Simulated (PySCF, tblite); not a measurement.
# C6H7F2 radical: geometry, infrared bands and EPR parameters

Wanted: the infrared bands and EPR parameters of C6H7F2 radical (`C=C(F)/C=C(\C)[CH]F`), by calculation.

The runs use tblite 0.8.0 and PySCF 2.14.0, with density-fitted response routines of our own; the level of theory stands in each step. All values are computed, except where a source is named. Atoms count from 0, in the outputs and in this text.

## (1) Starting geometry

15 atoms, charge 0, multiplicity 2; geometry from: force field or distance geometry start.

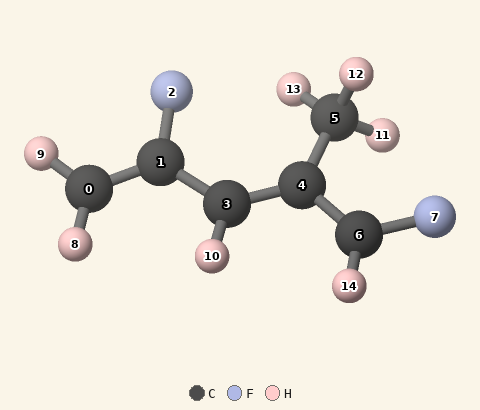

As it starts; carbon dark grey, fluorine light blue, hydrogen pink, atoms numbered.

## (2) Optimising the geometry with GFN2-xTB

What the job is given:

```
{"job": {"kind": "relax", "xc": "GFN2-xTB", "basis": "xTB"}, "charge": 0, "multiplicity": 2}
C     -2.679000    -0.815300    -0.537000
C     -1.620800    -0.120200    -0.140400
F     -1.814900     1.092700     0.406400
C     -0.266700    -0.630300    -0.204300
C      0.885400     0.000800     0.090900
C      1.031900     1.443600     0.483100
C      2.129600    -0.715500    -0.013500
F      3.301700    -0.118100     0.300500
H     -2.609300    -1.808800    -0.961900
H     -3.679100    -0.374000    -0.439000
H     -0.213100    -1.684900    -0.502800
H      1.829600     1.922900    -0.092200
H      1.289800     1.518600     1.557800
H      0.144200     2.040800     0.310800
H      2.266400    -1.744300    -0.280300
```

The run is started by

```sh
OMP_NUM_THREADS=1 python probes_run.py task.json out
```

This one command runs all jobs of the session in turn.

Standard output:

```text
step      E/eV     max force
  0    -701.50262    3.632
  1    -701.67692    0.974
  2    -701.69670    0.356
  3    -701.70785    0.247
  4    -701.71398    0.229
  5    -701.71862    0.180
  6    -701.72100    0.117
  7    -701.72280    0.091
  8    -701.72386    0.090
  9    -701.72458    0.083
 10    -701.72530    0.075
 11    -701.72619    0.091
 12    -701.72725    0.088
 13    -701.72825    0.072
 14    -701.72905    0.074
 15    -701.72968    0.059
 16    -701.73018    0.060
 17    -701.73054    0.040
 18    -701.73079    0.039
 19    -701.73100    0.042
 20    -701.73122    0.044
 21    -701.73149    0.054
 22    -701.73187    0.069
 23    -701.73242    0.078
 24    -701.73315    0.068
 25    -701.73390    0.071
 26    -701.73448    0.058
 27    -701.73492    0.053
 28    -701.73529    0.058
 29    -701.73575    0.055
 30    -701.73634    0.073
 31    -701.73696    0.071
 32    -701.73756    0.060
 33    -701.73819    0.068
 34    -701.73909    0.096
 35    -701.74038    0.121
 36    -701.74192    0.124
 37    -701.74362    0.131
 38    -701.74343    0.251
 39    -701.74645    0.156
 40    -701.74790    0.113
 41    -701.75002    0.092
 42    -701.75228    0.140
 43    -701.75416    0.154
 44    -701.75756    0.156
 45    -701.76167    0.110
 46    -701.76228    0.330
 47    -701.76356    0.251
 48    -701.76781    0.109
 49    -701.76921    0.127
 50    -701.77280    0.162
 51    -701.77448    0.146
 52    -701.77650    0.089
 53    -701.77828    0.083
 54    -701.77961    0.066
 55    -701.77900    0.157
 56    -701.78090    0.071
 57    -701.78141    0.065
 58    -701.78250    0.055
 59    -701.78278    0.055
 60    -701.78350    0.044
 61    -701.78370    0.026
 62    -701.78381    0.022
 63    -701.78389    0.020
 64    -701.78402    0.021
 65    -701.78414    0.023
 66    -701.78424    0.027
 67    -701.78433    0.024
 68    -701.78443    0.022
 69    -701.78453    0.021
 70    -701.78461    0.019
 71    -701.78468    0.021
 72    -701.78475    0.020
 73    -701.78484    0.021
 74    -701.78493    0.027
 75    -701.78501    0.029
 76    -701.78509    0.028
 77    -701.78518    0.023
 78    -701.78528    0.019
 79    -701.78536    0.016
 80    -701.78540    0.013
 81    -701.78542    0.013
 82    -701.78545    0.013
 83    -701.78549    0.017
 84    -701.78554    0.019
 85    -701.78558    0.016
 86    -701.78561    0.014
 87    -701.78564    0.012
 88    -701.78567    0.011
 89    -701.78569    0.012
 90    -701.78571    0.012
 91    -701.78572    0.011
 92    -701.78574    0.008
```

It took 0.53 s on 1 thread of Arm Neoverse V1, shared host.

Step by step: (not every step is listed)

```
step  energy from step 0 (eV)  largest force (eV/Å)
   0                   0.0000                3.6317
   1                  -0.1743                0.9737
   2                  -0.1941                0.3561
   3                  -0.2052                0.2474
   4                  -0.2114                0.2290
   5                  -0.2160                0.1802
   6                  -0.2184                0.1172
   7                  -0.2202                0.0908
   8                  -0.2212                0.0898
  15                  -0.2271                0.0587
  22                  -0.2292                0.0688
  29                  -0.2331                0.0551
  36                  -0.2393                0.1237
  43                  -0.2515                0.1544
  50                  -0.2702                0.1619
  57                  -0.2788                0.0647
  64                  -0.2814                0.0206
  71                  -0.2821                0.0213
  78                  -0.2827                0.0192
  85                  -0.2830                0.0155
  87                  -0.2830                0.0124
  88                  -0.2831                0.0110
  89                  -0.2831                0.0116
  90                  -0.2831                0.0124
  91                  -0.2831                0.0107
  92                  -0.2831                0.0079
```

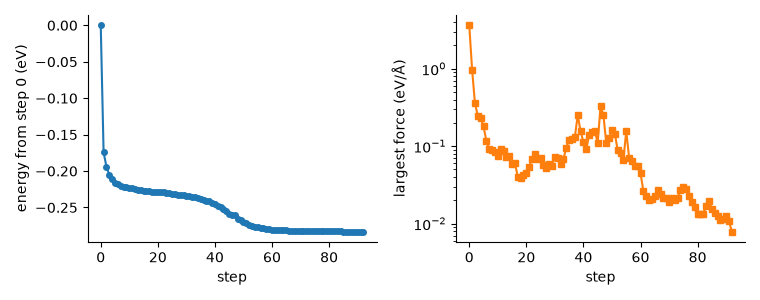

Energy and largest force along the relaxation.

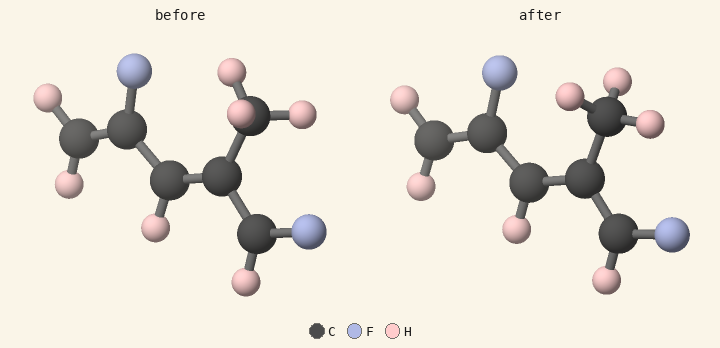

The geometry before (left) and after (right).

Close pairs (by a distance rule), those that changed most:

```
  bond  before (Å)  after (Å)  change (Å)
 C4–C6       1.439      1.360      -0.079
 C3–C4       1.346      1.409      +0.063
 C1–C3       1.448      1.406      -0.043
 C0–C1       1.327      1.353      +0.026
 C0–H9       1.098      1.074      -0.024
C5–H12       1.108      1.088      -0.020
C3–H10       1.097      1.080      -0.017
 C6–F7       1.353      1.340      -0.012
```

The final coordinates are the input of the step that follows.

## (3) Vibrational analysis with GFN2-xTB

What the job is given:

```
{"job": {"kind": "ir", "xc": "GFN2-xTB", "basis": "xTB"}, "charge": 0, "multiplicity": 2}
C     -2.681056    -0.840324    -0.396775
C     -1.555361    -0.142527    -0.120808
F     -1.724232     1.140437     0.280953
C     -0.245065    -0.641354    -0.220956
C      0.966546     0.024767     0.050003
C      1.009854     1.444969     0.528104
C      2.122416    -0.667616    -0.135711
F      3.325451    -0.124396     0.095519
H     -2.630287    -1.861612    -0.718827
H     -3.647440    -0.382905    -0.297131
H     -0.181081    -1.667084    -0.552571
H      2.035948     1.759501     0.695084
H      0.452936     1.549474     1.456592
H      0.554175     2.105023    -0.207003
H      2.192781    -1.688365    -0.478385
```

Standard output:

```text
mode    cm-1     km/mol
  1      67.2      2.18
  2     107.2      0.52
  3     158.8      1.48
  4     180.3      0.32
  5     275.9      5.05
  6     277.5      5.03
  7     311.8      1.02
  8     355.7      1.06
  9     464.4      4.65
 10     517.9     18.52
 11     547.7      2.22
 12     618.0      4.15
 13     654.1      1.96
 14     694.8      5.30
 15     778.0     30.24
 16     790.8     26.89
 17     857.0     30.97
 18     905.7     28.55
 19     960.7     21.78
 20    1035.6      4.14
 21    1046.8      8.04
 22    1126.1    196.40
 23    1195.8      6.56
 24    1284.7     24.38
 25    1316.0     91.78
 26    1361.6      3.51
 27    1407.6     19.03
 28    1423.3      6.63
 29    1471.4      6.43
 30    1476.1     10.13
 31    1503.1     62.67
 32    1574.9    149.43
 33    3030.0     10.98
 34    3042.6      6.06
 35    3061.7     11.40
 36    3086.8      1.73
 37    3092.0     47.41
 38    3142.9      1.22
 39    3187.2     12.79
```

Wall time 0.43 s (1 thread of Arm Neoverse V1, shared host).

Which atoms move in the most intense modes:

```
cm⁻¹  km/mol                                atoms
 778    30.2                    H10 63 %, C3 21 %
 857    31.0            C3 31 %, C5 25 %, F2 18 %
 906    28.6            F2 28 %, H8 17 %, C0 14 %
1126   196.4            C6 37 %, F7 28 %, C4 11 %
1316    91.8  C1 26 %, H8 17 %, C4 16 %, H14 13 %
1503    62.7            C0 24 %, C1 20 %, C4 12 %
1575   149.4   C4 30 %, C6 28 %, C1 20 %, C0 13 %
3092    47.4                   H14 55 %, H10 38 %
```

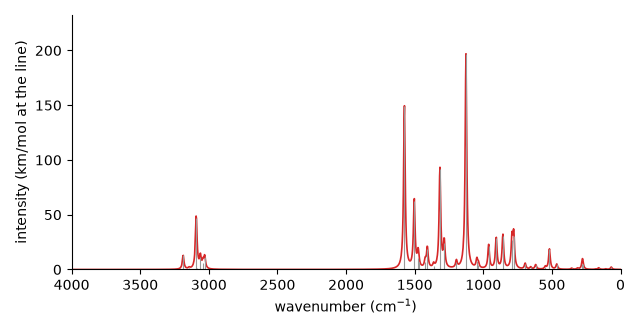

The infrared spectrum from these modes, unscaled. Lines are broadened to a width of 14 cm⁻¹ (Lorentzian).

## (4) g tensor and hyperfine couplings: B3LYP/pcH-1

The job, as its differences from that of step 3:

```diff
@@ -1,2 +1,2 @@
-{"job": {"kind": "ir", "xc": "GFN2-xTB", "basis": "xTB"}, "charge": 0, "multiplicity": 2}
+{"job": {"kind": "epr", "basis": "pcH-1"}, "charge": 0, "multiplicity": 2}
 C     -2.681056    -0.840324    -0.396775
```

Method: UKS B3LYP, pcH-1 on C F H, non-relativistic, mean-field spin-orbit, GIAO.

Standard output:

```text
UKS, coarse grid
  cycle   1  E = -432.39946374  |g| = 4.93e-01
  cycle   2  E = -432.30649203  |g| = 7.14e-01
  cycle   3  E = -432.48879313  |g| = 8.29e-02
  cycle   4  E = -432.49194849  |g| = 4.15e-02
  cycle   5  E = -432.49296117  |g| = 1.59e-02
  cycle   6  E = -432.49314237  |g| = 7.35e-03
  cycle   7  E = -432.49321287  |g| = 3.21e-03
  cycle   8  E = -432.49322642  |g| = 1.69e-03
  cycle   9  E = -432.49322848  |g| = 3.43e-04
UKS, final grid
  cycle   1  E = -432.49329078  |g| = 4.54e-04
  cycle   2  E = -432.49329069  |g| = 6.79e-04
  cycle   3  E = -432.49329088  |g| = 6.72e-05
  cycle   4  E = -432.49329088  |g| = 3.31e-05
  cycle   5  E = -432.49329088  |g| = 1.87e-05
E = -432.49329088 Eh   <S^2> = 0.7902 (exact 0.7500)
g shifts (ppm)      1          2          3
  rmc          -163       -163       -163
  gc             -4         43         27
  oz_so         -27        999       1578
  total        -194        878       1442
hyperfine (MHz)  atom isotope    a_iso     a_fc   dipolar eigenvalues
    0   13C      39.18      39.18    -38.24    -36.70     74.95
    1   13C     -46.26     -46.26    -26.84     11.80     15.04
    2   19F     -27.39     -27.39    -68.86     26.18     42.68
    3   13C      48.37      48.37    -43.14    -42.78     85.93
    4   13C     -39.43     -39.43    -24.44     10.76     13.68
    5   13C       4.73       4.73     -0.94      0.06      0.88
    6   13C      45.02      45.02    -38.96    -38.62     77.59
    7   19F      72.69      72.69   -138.38   -117.25    255.63
    8    1H     -28.91     -28.91    -15.59     -1.22     16.81
    9    1H     -30.78     -30.78    -18.65     -0.19     18.84
   10    1H     -32.06     -32.06    -15.30     -2.79     18.09
   11    1H      -1.65      -1.65     -1.76     -1.12      2.88
   12    1H     -14.48     -14.48     -1.53     -0.69      2.22
   13    1H     -15.09     -15.09     -1.53     -0.64      2.17
   14    1H     -31.29     -31.29    -15.02     -2.22     17.23
```

Run time: 73 s. Hardware: 1 thread of Arm Neoverse V1, shared host; peak memory 0.96 GiB.

Principal g values 2.00213, 2.00320, 2.00376; g(iso) = 2.00303, against 2.00232 for a free electron.

Mean a(iso) over the nuclei that a row names, and the largest dipolar term of the row (other rows stand at the frozen geometry):

```
       nuclei  isotope  a(iso) (MHz)  a(iso) (G, at g = 2.0023)  largest dipolar term (MHz)
           F7      19F          72.7                       25.9                       255.6
           C3      13C          48.4                       17.3                        85.9
           C1      13C         -46.3                      -16.5                       -26.8
           C6      13C          45.0                       16.1                        77.6
           C4      13C         -39.4                      -14.1                       -24.4
           C0      13C          39.2                       14.0                        74.9
          H10       1H         -32.1                      -11.4                        18.1
          H14       1H         -31.3                      -11.2                        17.2
           H9       1H         -30.8                      -11.0                        18.8
           H8       1H         -28.9                      -10.3                        16.8
           F2      19F         -27.4                       -9.8                       -68.9
H11, H12, H13       1H         -10.4                       -3.7                         2.9
           C5      13C           4.7                        1.7                        -0.9
```

Mulliken spin populations:

C0 0.50; C1 -0.20; F2 -0.01; C3 0.53; C4 -0.20; C5 0.01; C6 0.43; F7 0.04; H8 -0.02; H9 -0.02; H10 -0.02; H11 0.00; H12 0.00; H13 -0.01; H14 -0.02

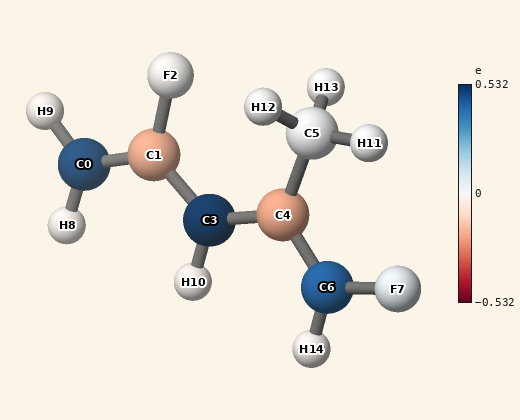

Mulliken spin populations, as colours on the atoms.

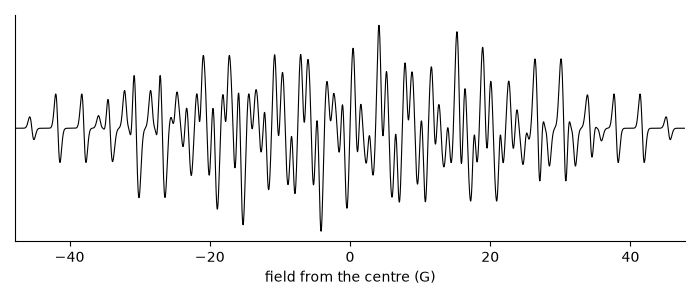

First-order isotropic spectrum (first derivative, main isotopes with spin only, couplings over 0.8 MHz, Gaussian width 0.3 G; couplings of the frozen geometry, rotation of groups not averaged beyond the rows shown).

Orbitals, density, ELF and potential are computed afterwards from the orbital file.

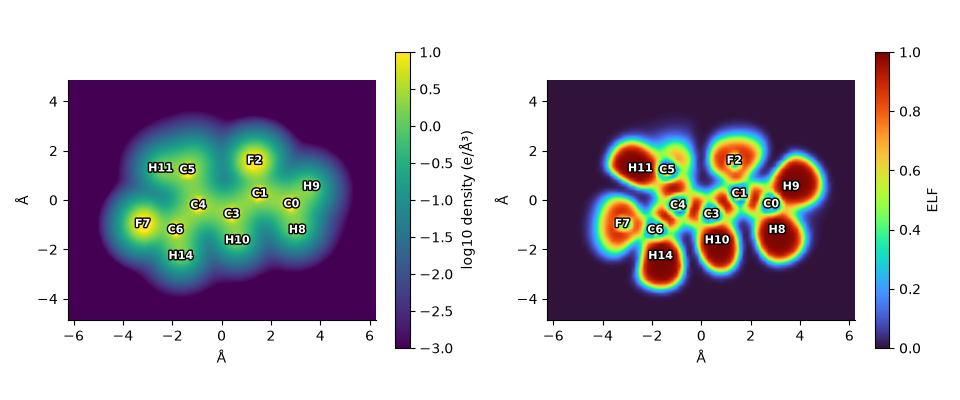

Density (left) and ELF (right) in a plane through or near 13 of the atoms.

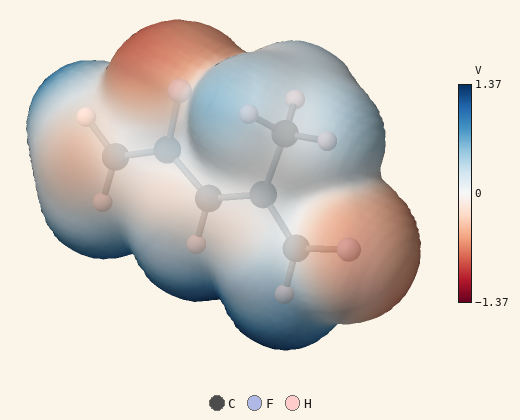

The potential that a unit positive charge feels on the 0.002 e/bohr³ surface, from -0.74 V near F2 to 1.37 V near H14.

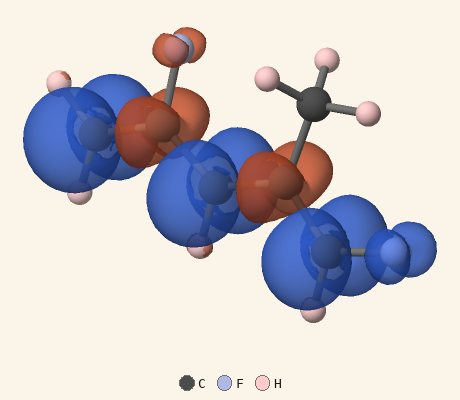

Spin density at ±0.02 e/Å³ (alpha excess blue, beta excess red).

## (5) Summary of results

| quantity | value |
| --- | --- |
| strongest single infrared mode (GFN2-xTB) | 1126 cm⁻¹, 196 km/mol |
| zero-point energy (GFN2-xTB) | 69.2 kcal/mol |
| g(iso) (B3LYP) | 2.00303 |
| ⟨S²⟩ | 0.790 (exact 0.75) |
| largest a(iso) (averaged by class) | 19F on F7, 72.7 MHz |
| potential on the surface of density 0.002 e/bohr³, 1st and 99th percentile | -0.74 V and 1.37 V |

In words: The optimisation took 92 steps and gained 0.283 eV; among the close pairs (by a distance rule), C4–C6 changed most, from 1.439 to 1.360 Å. No mode is imaginary among the 39: a minimum at this level. The strongest single mode, at 1126 cm⁻¹, is carried by C6, F7, C4. GFN2-xTB is a fitted tight-binding method: band positions and strengths are rough. Its intensities can rank the bands wrongly. The largest spin populations lie on C3 (0.53 e), C0 (0.50 e), C6 (0.43 e). The isotropic g lies 0.7 ppt above the free-electron value. The conformer search found further structures of the same energy, which may be mirror or relabelled copies of this one.
